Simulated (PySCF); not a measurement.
Molecule: SMILES [CH3][In]([CH3])[CH3] (C3H9In). Atoms near the plane z = 1.5 Å, at the GFN2-xTB optimised geometry (x, y, z in Å): C1 (2.0, 0.1, 0.0), In2 (-0.2, 0.1, 0.0), C3 (-1.3, 2.1, 0.0), C4 (-1.3, -1.8, 0.0), H6 (2.4, 1.1, -0.1), H7 (2.4, -0.3, 0.9), H9 (-1.1, 2.6, 0.9), H10 (-2.4, 1.9, 0.0), H11 (-2.0, -1.9, 0.8), H13 (-0.6, -2.7, 0.1).

Computed with PBE0/def2-TZVP, def2 effective core potentials past Kr run with PySCF. The core electrons that the potentials of In replace are not part of the density. The values are rescaled to run from 0 to 1.

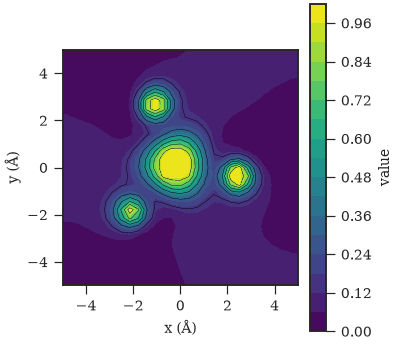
Figure. a field on the plane z = 1.5 Å.

Task: Which quantity is mapped?
A. electrostatic potential
B. log10 of the electron density
C. deformation density (molecule minus spherical neutral atoms)
D. electron localisation function

Result: A, electrostatic potential. In full: electrostatic potential (hartree/e), clipped to [-0.08, 0.12].
